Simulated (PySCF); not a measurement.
```yaml
atoms:
  - { symbol: Si, position_ang: [2.3162, 0.4377, 1.1062] }
  - { symbol: N, position_ang: [2.0826, 0.0075, -0.5625] }
  - { symbol: Si, position_ang: [0.6597, 0.2120, -1.5661] }
  - { symbol: Si, position_ang: [-0.7971, 1.8250, -0.6586] }
  - { symbol: Si, position_ang: [-1.9197, 0.7181, 1.0996] }
  - { symbol: Si, position_ang: [-1.3599, -1.5626, 0.8339] }
  - { symbol: Si, position_ang: [-0.6831, -1.7208, -1.4141] }
  - { symbol: H, position_ang: [1.1363, 1.2645, 1.5035] }
  - { symbol: H, position_ang: [2.3906, -0.7531, 2.0099] }
  - { symbol: H, position_ang: [3.5677, 1.2318, 1.3083] }
  - { symbol: H, position_ang: [2.8078, -0.5762, -0.9742] }
  - { symbol: H, position_ang: [1.0759, 0.5367, -2.9673] }
  - { symbol: H, position_ang: [-1.7889, 2.1297, -1.7410] }
  - { symbol: H, position_ang: [-0.1318, 3.0969, -0.2377] }
  - { symbol: H, position_ang: [-3.3999, 0.8975, 0.9621] }
  - { symbol: H, position_ang: [-1.4974, 1.2385, 2.4373] }
  - { symbol: H, position_ang: [-0.1867, -1.8807, 1.7103] }
  - { symbol: H, position_ang: [-2.4916, -2.4700, 1.2000] }
  - { symbol: H, position_ang: [0.0509, -2.9921, -1.7103] }
  - { symbol: H, position_ang: [-1.8919, -1.6350, -2.2968] }
```

Geometry: PBE0-D3(BJ)/def2-SVP.

Level of theory: PySCF, PBE0/pcSseg-1, SCF density, gas phase, non-relativistic.

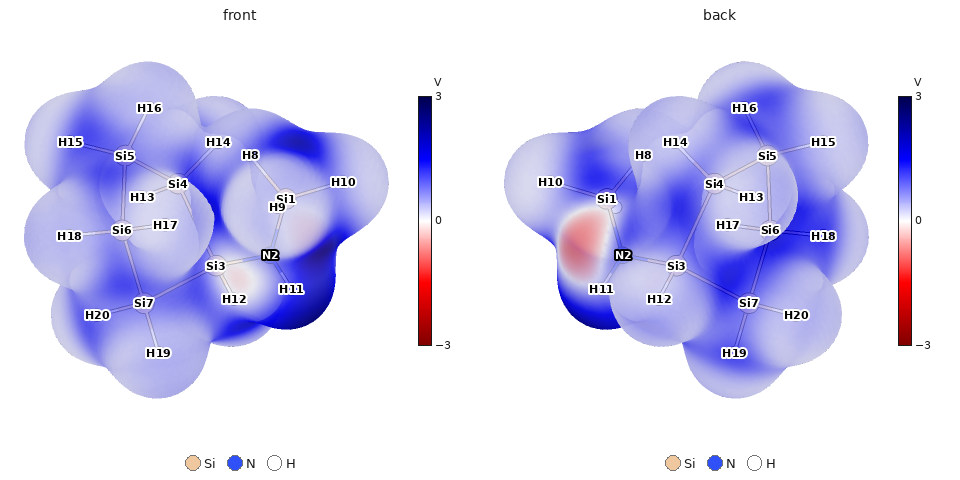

H₁₃NSi₆ (SMILES [SiH3]N[SiH]1[SiH2][SiH2][SiH2][SiH2]1). The molecular electrostatic potential painted on the density surface at 0.004 e/bohr³, seen from the front and from behind; red is negative and blue positive.

**Where is the surface potential most negative and most positive?**

The most negative region (about −0.6 V) lies over N2, the most positive (about +2.4 V) over Si1 and H11.

**What dipole moment does the calculation give?**

Its dipole moment is 1.18 D.
